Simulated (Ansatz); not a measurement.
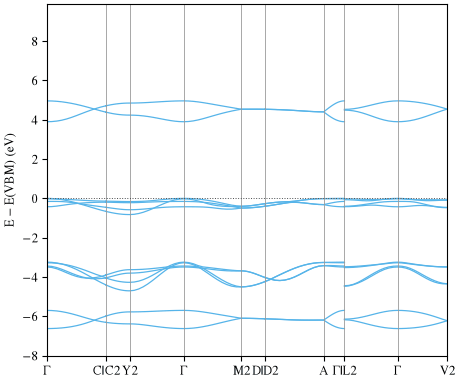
Band structure from plane-wave PAW r²SCAN+D4 (Ansatz code)

Question: Read off the gap and where the band edges lie.

Answer: About 3.9 eV (3.90 eV by a search for the band edges); maximum at Γ, minimum at Γ.

The material is F in space group C2/c (No. 15; F on 8f).

Symmetry was held in the r²SCAN+D4 relaxation. The substance is a gas or liquid at ambient conditions; this is its low-temperature solid.

Potentials: the later of the program's two PAW sets.
